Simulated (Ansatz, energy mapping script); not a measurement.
**VCl2O monolayer: energy mapping under LDA+U (3.68 eV) (0.1 electrons a magnetic atom)**

How strongly do the moments of VCl2O monolayer couple under LDA+U (3.68 eV)? The plan is to run several orders and fit a Heisenberg model.

Method: LDA with U = 3.68 eV on V d, ortho-atomic projectors; plane waves, U on orthogonalised atomic orbitals unless named otherwise, collinear spin, no spin–orbit coupling, in Ansatz 0.2.0.

In doubt: warnings of the run leave room for a lower electronic state (step 4), so energies may not be the lowest and differences between runs may mislead.

### Step 1. The structure

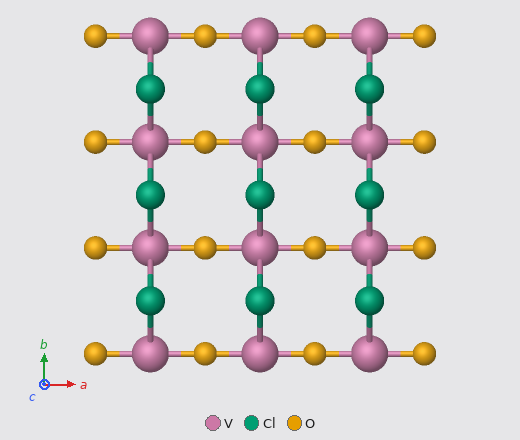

The starting structure, seen from above (vanadium pink, chlorine teal, oxygen orange). 3×3×1 cells are drawn. Some periodic images of atoms are drawn too.

The cell holds 4 atoms: 1 V, 2 Cl and 1 O. Its edges and angles: a = 3.642 Å, b = 3.518 Å, c = 18.329 Å, α = 90.0°, β = 90.0°, γ = 90.0°. It derives from VCl2O. one layer cut from the bulk crystal, unrelaxed, 15 A of vacuum. Vacuum lies along c.

The cell comes from a database of computed structures, and need not be the one that the compound takes in experiment.

This cell differs from the given one by: 0.1 electrons a magnetic atom. The charge is balanced by a uniform background.

The U corrects the self-interaction that lets semilocal functionals spread d and f electrons too far. Its value here is typed, not computed.

### Step 2. One set of occupation matrices for all orders

A corrected shell can settle in several orbital fillings. One parallel run, with an occupation width a fifth wider than the orders use, therefore is to supply the occupation matrices. All orders start from them.

The input, input.yaml:

```yaml
crystal:
  lattice:
    - [3.64216, 0.0, 0.0]
    - [0.0, 3.517888, 0.0]
    - [0.0, 0.0, 18.329395]
  atoms:
    - { symbol: V, position: [0.5, 0.0, 0.5], spin: 2.0 }
    - { symbol: Cl, position: [0.5, 0.5, 0.409179] }
    - { symbol: Cl, position: [0.5, 0.5, 0.590821] }
    - { symbol: O, position: [0.0, 0.0, 0.5] }
magnetization:
  spin_polarized: true
total_charge: -0.1
kpoints:
  mp_grid: { grid: [10, 10, 1] }
hamiltonian:
  xc: lda
  hubbard:
    sites: [{ species: V, l: d, u_eff: 3.68 }]
    projectors: ortho-atomic
scf:
  occupations: { method: fermi_dirac, width: 0.084 }
output:
  eigenvalues: true
```

Launch:

```
$ ansatz run input.yaml --threads 4 --pin off --max-ram 8192MiB --backend cpu --events-out ev --progress --plain --runs-dir out
```

Numbers of over 12 decimals in the logs are rounded to 6 here.

The log of the run:

```text
Engine: ansatz 0.2.0, aarch64-unknown-linux-gnu
Pseudopotentials: kind: paw
Pseudopotential: V, paw, valence charge 13, recommended cutoff 420 eV (normal), V.paw.azcp
Pseudopotential: Cl, paw, valence charge 7, recommended cutoff 420 eV (normal), Cl.paw.azcp
Pseudopotential: O, paw, valence charge 6, recommended cutoff 420 eV (normal), O.paw.azcp
Functional definition: SPW92
  exchange = slater_x
  correlation = pw_c
Crystal: 4 atoms, lattice volume = 234.849 Å³
Basis set: ecut = 420 eV, 4567 PW (Γ)
Bands: 22, of which v1, the nominal top of the filled ones, is band 17 counted from 1 (16 counted from 0)
Symmetry: 8 space group operations
Space group: Pmmm (ITA 47), of the structure as read, at distance tolerance 6.2e-5 Å
Magnetic group: BNS 47.249 (UNI 347), of the structure as read, at distance tolerance 6.2e-5 Å
k-points: 36 of 100
Non-local potential: V, projectors of the file, l = 0: 3, l = 1: 2, l = 2: 3, l = 3: 1
Non-local potential: Cl, projectors of the file, l = 0: 2, l = 1: 2, l = 2: 2
Non-local potential: O, projectors of the file, l = 0: 2, l = 1: 2, l = 2: 1
PAW form: soft (Blöchl's): semilocal exchange-correlation on the pseudo side does not see the compensation charge
PAW frozen core: V, regenerated for the run's functional, and the local potential with it (the file was generated under x = pbe(κ = 0.804, μ = 0.219515), c = pbe(β = 0.066725))
PAW frozen core: Cl, regenerated for the run's functional, and the local potential with it (the file was generated under x = pbe(κ = 0.804, μ = 0.219515), c = pbe(β = 0.066725))
PAW frozen core: O, regenerated for the run's functional, and the local potential with it (the file was generated under x = pbe(κ = 0.804, μ = 0.219515), c = pbe(β = 0.066725))
PAW one-centre angular grid: V, 590 points (default); XC on 64 Gauss nodes
PAW one-centre angular grid: Cl, 110 points (default); XC on 64 Gauss nodes
PAW one-centre angular grid: O, 110 points (default); XC on 64 Gauss nodes
Initial density: superposition of atomic densities (neutral atoms scaled as one to the charged cell's electrons: chi_scale 0, normalization atom)
Starting moments: Σ|m| = 2 μB on 1 of 4 sites
Initial wavefunctions: pseudopotential atomic-orbital guess
Functional: x = slater, c = lda
SCF iter   1: F=—  HF=-5506.752017 eV  |F-HF|=—  |Δ(HF+E_count)|=         —  Δρ=4.92e-2 (↑4.92e-2 ↓3.21e-2)  dr2=1.48e1  dr2_m=7.37e-1  M=1.100 μB ∫|m|=1.494 μB  β_m=0.30  ethr=3.10e-3  ⟨swp⟩=7.0  Hψ=8069  notcnv=0
preconditioner: auto → none  [metal: Δε(μ)=0.043 eV  Ē_g=9.934 eV  σ=0.084 eV  W_gap=0.12  n_scr=30 (ndim 8)  ℏωp=11.6 eV  f_vac=0.650  D(μ)=2.39/eV (n_scr^D=6)  sad-step TF]
[...]
iter 28 met the thresholds in force, and the SCF goes on: an eigenvalue changes by 5.46 meV, over its tolerance of 1.00 meV (output.eigenvalues, Limitations)
SCF iter  28: F=-5504.471721 eV  HF=-5504.471721 eV  |F-HF|=3.23e-9  |Δ(HF+E_count)|=  7.62e-10  Δρ=6.78e-7 (↑6.78e-7 ↓5.60e-7)  dr2=3.82e-9  dr2_m=1.51e-10  M=1.100 μB ∫|m|=1.720 μB  β_m=1.00  ethr=1.48e-10  ⟨swp⟩=1.0  Hψ=3433  notcnv=0
Mixer restart at iter 28: flushing history
SCF iter  29: F=-5504.471721 eV  HF=-5504.471721 eV  |F-HF|=1.26e-7  |Δ(HF+E_count)|=   1.79e-8  Δρ=4.21e-6 (↑4.21e-6 ↓2.37e-6)  dr2=1.38e-7  dr2_m=1.99e-9  M=1.100 μB ∫|m|=1.720 μB  β_m=1.00  ethr=1.15e-11  ⟨swp⟩=2.6  Hψ=2849  notcnv=0  κ⁻¹=1.0e0(r=1)
SCF iter  30: F=-5504.471721 eV  HF=-5504.471721 eV  |F-HF|=3.11e-10  |Δ(HF+E_count)|=   1.78e-8  Δρ=2.38e-7 (↑1.51e-7 ↓2.38e-7)  dr2=4.05e-10  dr2_m=3.25e-11  M=1.100 μB ∫|m|=1.720 μB  ethr=1.15e-11  ⟨swp⟩=1.0  Hψ=4656  notcnv=0
SCF 1 converged in 30 iterations: F = -5504.471721 eV  dr2 = 4.05e-10
[...]
SCF converged after 30 iterations
an eigenvalue changed by more than its tolerance at an iteration that met the thresholds in force, so the SCF went on 2 times, its first undamped step at iteration 28: the last check found none over its tolerance
Magnetization: 1.1000 μB (17.1000 up, 16.0000 down)
Absolute magnetization: 1.7202 μB (∫|ρ↑−ρ↓|, with the PAW one-centre terms)
Spin contamination: 0.0628 ħ² per cell (⟨S²⟩ above its minimum at these occupations)
Per-site moments (μB) at R_I (Å): [(0.979658, 0.7511955), (-0.041534, 0.998990), (-0.041534, 0.998990), (-0.178870, 0.7511955)]
Free energy (F): -5504.471721 eV
Harris-Foulkes:  -5504.471721 eV  (|F-HF|=3.11e-10)
Internal energy: -5504.460848 eV  (E = F + TS)
E sigma→0 (E₀):  -5504.466284 eV
Entropy (-TS):   -0.010873 eV (-2.718 meV/atom)
Fermi energy:    -2.130414 eV
--- Per-component energies (eV) ---
  E_band       = -588.437830
  E_kinetic    = 825.797697
  E_local      = -16582.253534  (includes V_loc(G=0)·N_el)
  E_nonlocal   = 65.777990
  E_hartree    = 7913.035930
  E_xc         = -411.098567
  E_vxc        = -497.648399  (∫ρ·V_xc dr)
  E_hubbard    = 3.022885  (on-site DFT+U / exact-exchange correction)
  E_vhub       = -0.065356  (the Hubbard potential's part of the band-sum identity)
  E_paw        = -2455.820954  (= ΣΔE_a)
  E_vpaw       = -226.119911  (= ΣTr[D̂ρ^β])
  E_aug_tail   = 0.002897  (compensation charges beyond the density's cutoff)
  E_ewald      = 5136.250753
  E_core_change = 0.824055  (= ΣΔE_core)
  E_smearing   = -0.010873  (= −TS)
  E_closure    = -0.000000  (closes the sum)
  E_deformation_potential = -0.387414  (in the stress; not in F)
  Σ components = -5504.471721   (vs F -5504.471721, Δ=0.00e0)
--- Band table (eV; the first three rows and the last of 72) ---
  k-point 0 ↑: bands = [... 13 lower, -4.2885, -3.9866, -3.4182, -3.3714, -2.2471, -1.7321, -0.2218, -0.0701, ... 1 higher]
  k-point 1 ↑: bands = [... 13 lower, -4.2352, -3.8518, -3.4720, -3.3957, -2.1696, -1.7857, -0.2133, -0.1690, ... 1 higher]
  k-point 2 ↑: bands = [... 13 lower, -4.0815, -3.7087, -3.6506, -3.3858, -1.9994, -1.9408, -0.4000, -0.1089, ... 1 higher]
  k-point 35 ↓: bands = [... 13 lower, -4.9686, -4.7575, -3.7308, 0.8177, 0.9637, 1.0398, 1.1836, 2.4645, ... 1 higher]
Occupation matrices written to <dir>
```

Elapsed: 16 s, on 4 threads of Arm Neoverse V1, shared host; peak memory 0.73 GiB; 59 s of CPU time.

Read from the output:

```yaml
final_state: ferromagnetic
electrons_in_the_corrected_shells: 3.321 e
largest_moment: 0.98 μB
```

### Step 3. Parallel start in cell A (8 atoms)

Each cell gets its own parallel run on the same mesh, so that most of the mesh error cancels in the differences.

The input, input.yaml:

```yaml
crystal:
  lattice:
    - [3.64216, 3.517888, 0.0]
    - [0.0, 7.035776, 0.0]
    - [0.0, 0.0, 18.329395]
  atoms:
    - { symbol: V, position: [0.5, 0.75, 0.5], spin: 2.0 }
    - { symbol: V, position: [0.5, 0.25, 0.5], spin: 2.0 }
    - { symbol: Cl, position: [0.5, 0.0, 0.409179] }
    - { symbol: Cl, position: [0.5, 0.5, 0.409179] }
    - { symbol: Cl, position: [0.5, 0.0, 0.590821] }
    - { symbol: Cl, position: [0.5, 0.5, 0.590821] }
    - { symbol: O, position: [0.0, 0.0, 0.5] }
    - { symbol: O, position: [0.0, 0.5, 0.5] }
magnetization:
  spin_polarized: true
total_charge: -0.2
kpoints:
  mp_grid: { grid: [10, 10, 1] }
hamiltonian:
  xc: lda
  hubbard:
    sites:
      - { species: V, l: d, u_eff: 3.68 }
      - { site: 0, l: d, u_eff: 3.68, starting_ns: [{ spin: up, occupation_matrix: v1_major }, { spin: down, occupation_matrix: v1_minor }] }
      - { site: 1, l: d, u_eff: 3.68, starting_ns: [{ spin: up, occupation_matrix: v1_major }, { spin: down, occupation_matrix: v1_minor }] }
    projectors: ortho-atomic
    occupation_matrices:
      v1_major:
        matrix:
          - [0.839, 0.0, 0.0, 0.27, 0.0]
          - [0.0, 0.373, 0.0, 0.0, 0.0]
          - [0.0, 0.0, 0.311, 0.0, 0.0]
          - [0.27, 0.0, 0.0, 0.521, 0.0]
          - [0.0, 0.0, 0.0, 0.0, 0.324]
      v1_minor:
        matrix:
          - [0.111, 0.0, 0.0, -0.106, 0.0]
          - [0.0, 0.172, 0.0, 0.0, 0.0]
          - [0.0, 0.0, 0.24, 0.0, 0.0]
          - [-0.106, 0.0, 0.0, 0.25, 0.0]
          - [0.0, 0.0, 0.0, 0.0, 0.18]
scf:
  occupations: { method: fermi_dirac, width: 0.07 }
output:
  eigenvalues: true
```

The log of the run:

```text
[...]
Crystal: 8 atoms, lattice volume = 469.698 Å³
Basis set: ecut = 420 eV, 9179 PW (Γ)
Bands: 44, of which v1, the nominal top of the filled ones, is band 33 counted from 1 (32 counted from 0)
Symmetry: 16 space group operations
[...]
k-points: 31 of 100
[...]
Starting moments: Σ|m| = 4 μB on 2 of 8 sites
[...]
SCF iter   1: F=—  HF=-11014.892489 eV  |F-HF|=—  |Δ(HF+E_count)|=         —  Δρ=5.30e-2 (↑5.30e-2 ↓3.11e-2)  dr2=2.92e1  dr2_m=1.92e0  M=2.200 μB ∫|m|=2.694 μB  β_m=0.30  ethr=3.10e-3  ⟨swp⟩=7.6  Hψ=11343  notcnv=0
[...]
SCF iter  28: F=-11008.941837 eV  HF=-11008.941837 eV  |F-HF|=8.57e-10  |Δ(HF+E_count)|=   8.97e-8  Δρ=3.45e-7 (↑3.45e-7 ↓1.12e-7)  dr2=1.04e-9  dr2_m=7.09e-11  M=2.200 μB ∫|m|=3.434 μB  ethr=1.05e-11  ⟨swp⟩=1.0  Hψ=8407  notcnv=0
SCF 1 converged in 28 iterations: F = -11008.941837 eV  dr2 = 1.04e-9
[...]
SCF converged after 28 iterations
[...]
Magnetization: 2.2000 μB (34.2000 up, 32.0000 down)
Absolute magnetization: 3.4339 μB (∫|ρ↑−ρ↓|, with the PAW one-centre terms)
[...]
Per-site moments (μB) at R_I (Å): [(0.978424, 0.7511955), (0.978424, 0.7511955), (-0.041283, 0.998990), (-0.041283, 0.998990), (-0.041283, 0.998990), (-0.041283, 0.998990), (-0.177886, 0.7511955), (-0.177886, 0.7511955)]
Free energy (F): -11008.941837 eV
[...]
Internal energy: -11008.928131 eV  (E = F + TS)
E sigma→0 (E₀):  -11008.934984 eV
Entropy (-TS):   -0.013706 eV (-1.713 meV/atom)
Fermi energy:    -2.136065 eV
[...]
--- Specified on-site occupations, and those of the state reported ---
  electrons in the specified blocks: 6.6420 specified, 6.6422 found
  site 1 (l=d) ↑: largest change of an orbital's occupation 0.0166; electrons 2.3680 specified, 2.3672 found; spectral distance 0.0207
[...]
site 0 (l=d) ↓: largest change of an orbital's occupation 0.0015; electrons 0.9530 specified, 0.9539 found; spectral distance 0.0017
[...]
--- Band table (eV; the first three rows and the last of 62) ---
  k-point 0 ↑: bands = [... 29 lower, -4.1874, -3.9862, -3.6819, -3.4195, -3.3716, -2.1874, -1.7717, -0.2262, ... 7 higher]
  k-point 1 ↑: bands = [... 29 lower, -4.1403, -3.7799, -3.6849, -3.5449, -3.4091, -2.0672, -1.7738, -0.1161, ... 7 higher]
  k-point 2 ↑: bands = [... 29 lower, -4.0447, -3.8264, -3.6831, -3.4958, -3.4356, -1.8062, -1.7508, -0.2300, ... 7 higher]
  k-point 30 ↓: bands = [... 29 lower, -3.9356, -3.7799, -3.4967, -0.8433, -0.5281, 0.0107, 0.3224, 0.7951, ... 7 higher]
Occupation matrices written to <dir>
```

The job ended after 65 s (4 threads; peak memory 1.6 GiB).

Spin moment in the sphere by atom:

| atom | spin moment in the sphere (μB) |
| --- | --- |
| V1 | 0.978 |
| V2 | 0.978 |
| Cl3 | -0.041 |
| Cl4 | -0.041 |
| Cl5 | -0.041 |
| Cl6 | -0.041 |
| O7 | -0.178 |
| O8 | -0.178 |

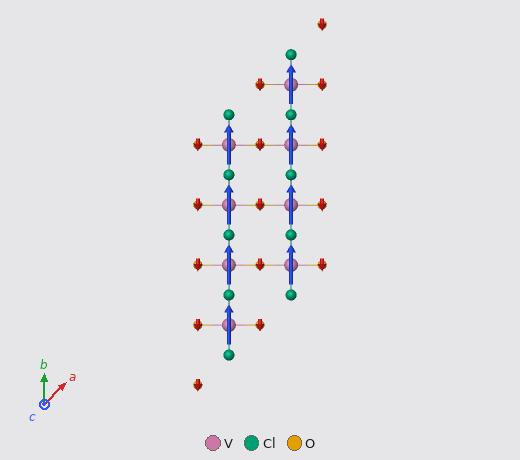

Spin moment in the sphere as arrows, the longest 0.978 μB. Up and down stand for the sign. Arrows give size and sign along the axis of quantisation, drawn up and down the page. Each arrow also spans its atom, so small moments look longer than they are. The two directions have two colours. Bonds to atoms that aren't drawn are left out. 2×2×1 cells are drawn. Some periodic images of atoms are drawn too.

The run ends ferromagnetic.

### Step 4. Compensated +− start in cell A (8 atoms)

This order reverses 2 of the 2 neighbours at 3.52 Å, 2 of the 2 neighbours at 3.64 Å and 0 of the 4 neighbours at 5.06 Å, counted for an average magnetic atom.

Changes to input.yaml since step 3:

```diff
@@ -7,3 +7,3 @@
     - { symbol: V, position: [0.5, 0.75, 0.5], spin: 2.0 }
-    - { symbol: V, position: [0.5, 0.25, 0.5], spin: 2.0 }
+    - { symbol: V, position: [0.5, 0.25, 0.5], spin: -2.0 }
     - { symbol: Cl, position: [0.5, 0.0, 0.409179] }
@@ -25,3 +25,3 @@
       - { site: 0, l: d, u_eff: 3.68, starting_ns: [{ spin: up, occupation_matrix: v1_major }, { spin: down, occupation_matrix: v1_minor }] }
-      - { site: 1, l: d, u_eff: 3.68, starting_ns: [{ spin: up, occupation_matrix: v1_major }, { spin: down, occupation_matrix: v1_minor }] }
+      - { site: 1, l: d, u_eff: 3.68, starting_ns: [{ spin: up, occupation_matrix: v1_minor }, { spin: down, occupation_matrix: v1_major }] }
     projectors: ortho-atomic
```

The log of the run:

```text
[...]
Crystal: 8 atoms, lattice volume = 469.698 Å³
Basis set: ecut = 420 eV, 9179 PW (Γ)
Bands: 44, of which v1, the nominal top of the filled ones, is band 33 counted from 1 (32 counted from 0)
Symmetry: 8 space group operations
[...]
k-points: 31 of 100
[...]
Starting moments: Σ|m| = 4 μB on 2 of 8 sites
Starting magnetic order: antiferromagnet; a translation exchanges its spin sublattices: spin-degenerate at every k-point
[...]
SCF iter   1: F=—  HF=-11014.833329 eV  |F-HF|=—  |Δ(HF+E_count)|=         —  Δρ=4.37e-2 (↑4.37e-2 ↓4.37e-2)  dr2=2.95e1  dr2_m=1.98e0  M=0.000 μB ∫|m|=2.510 μB  β_m=0.30  ethr=3.10e-3  ⟨swp⟩=7.4  Hψ=11414  notcnv=0  defer=4
[...]
SCF iter   5: F=—  HF=-11008.820838 eV  |F-HF|=—  |Δ(HF+E_count)|=   1.49e-2  Δρ=1.04e-3 (↑1.01e-3 ↓1.04e-3)  dr2=2.71e-3  dr2_m=3.54e-3  M=0.001 μB ∫|m|=2.862 μB  β_m=0.30  ethr=1.44e-4  ⟨swp⟩=2.0  Hψ=4324  notcnv=0  defer=150
[...]
spin-set hold released at iteration 5 (site moments contracting): the magnetisation degrees of freedom join the quasi-Newton model from the next iteration; the mixer history was flushed
SCF iter   6: F=—  HF=-11008.828390 eV  |F-HF|=—  |Δ(HF+E_count)|=   7.55e-3  Δρ=9.34e-4 (↑9.34e-4 ↓8.97e-4)  dr2=2.10e-3  dr2_m=2.88e-3  M=-0.001 μB ∫|m|=2.839 μB  β_m=0.65  ethr=4.10e-6  ⟨swp⟩=2.0  Hψ=5290  notcnv=0  defer=148
[...]
SCF iter  33: F=-11008.842690 eV  HF=-11008.842690 eV  |F-HF|=9.09e-12  |Δ(HF+E_count)|=  6.73e-11  Δρ=4.02e-8 (↑4.02e-8 ↓3.63e-8)  dr2=1.11e-11  dr2_m=4.21e-12  M=-0.000 μB ∫|m|=2.662 μB  ethr=1.00e-12  ⟨swp⟩=1.0  Hψ=5564  notcnv=0
SCF 1 converged in 33 iterations: F = -11008.842690 eV  dr2 = 1.11e-11
[...]
No search for a lower state was made along the close's negative reading: the input's occupations specify this state, and scf.lower_state_search is neither standard nor full (following: specified_state; scf.lower_state_search in the input reference).
SCF converged after 33 iterations
[...]
Magnetization: -0.0000 μB (33.1000 up, 33.1000 down)
Absolute magnetization: 2.6598 μB (∫|ρ↑−ρ↓|, with the PAW one-centre terms)
[...]
Per-site moments (μB) at R_I (Å): [(0.864380, 0.7511955), (-0.864421, 0.7511955), (1.8777662341030633e-6, 0.998990), (1.8777662339990926e-6, 0.998990), (1.877766234049739e-6, 0.998990), (1.8777662340892152e-6, 0.998990), (8.41586383955433e-6, 0.7511955), (8.415863839556252e-6, 0.7511955)]
Free energy (F): -11008.842690 eV
[...]
Internal energy: -11008.818854 eV  (E = F + TS)
E sigma→0 (E₀):  -11008.830772 eV
Entropy (-TS):   -0.023836 eV (-2.979 meV/atom)
Fermi energy:    -1.689470 eV
[...]
--- Specified on-site occupations, and those of the state reported ---
  electrons in the specified blocks: 6.6420 specified, 6.6352 found
[...]
--- Band table (eV; the first three rows and the last of 62) ---
  k-point 0 ↑: bands = [... 29 lower, -4.0672, -3.7081, -3.5131, -3.4135, -1.6583, -1.2138, -0.1603, -0.0260, ... 7 higher]
  k-point 1 ↑: bands = [... 29 lower, -3.8124, -3.7137, -3.5958, -3.4727, -1.5774, -1.2124, -0.0709, -0.0606, ... 7 higher]
  k-point 2 ↑: bands = [... 29 lower, -3.8402, -3.7160, -3.5550, -3.5240, -1.3856, -1.1905, -0.1478, 0.1394, ... 7 higher]
  k-point 30 ↓: bands = [... 29 lower, -3.9812, -3.7937, -3.7691, -3.4751, -1.8607, -1.2326, -0.1901, -0.0261, ... 7 higher]
Occupation matrices written to <dir>
```

It took 89 s on 4 threads; peak memory 1.6 GiB.

Spin moment in the sphere by atom:

```
atom  spin moment in the sphere (μB)
  V1                           0.864
  V2                          -0.864
 Cl3                           0.000
 Cl4                           0.000
 Cl5                           0.000
 Cl6                           0.000
  O7                           0.000
  O8                           0.000
```

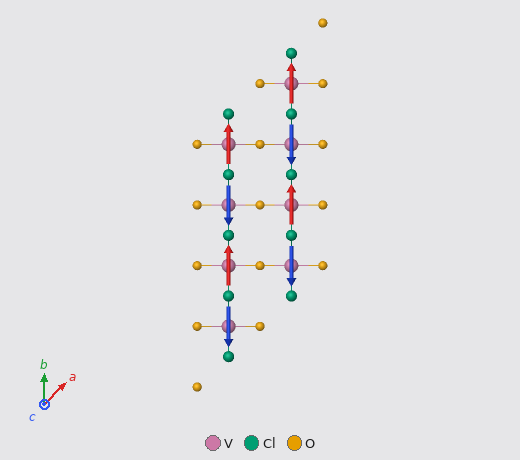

Spin moment in the sphere as arrows, the longest 0.864 μB. Up and down stand for the sign. Arrows give size and sign along the axis of quantisation, drawn up and down the page. The two directions have two colours. Bonds to atoms that aren't drawn are left out. 2×2×1 cells are drawn. Some periodic images of atoms are drawn too.

The run ends antiferromagnetic, 52.11 meV a magnetic atom above the parallel order of its cell (energies taken at zero occupation width, not the printed F).

(Part 1 of 2 ends here.)

[Logs and program files are shortened in this print: banners, set-up blocks, solver, clock and traceback lines can be left out without a mark of their own.]

[Logs are printed without paths, hosts, clocks, repeated set-up lines and the standing remarks that a program may print on its own settings, such as how far it seeks lower states.]

[Hosts, paths, dates, database ids (printed as entryN), source tags and the programs' standing remarks are cut or masked in the printed files.]

[Where a cell is said to come from a database of computed structures, the database is the Materials Project.]
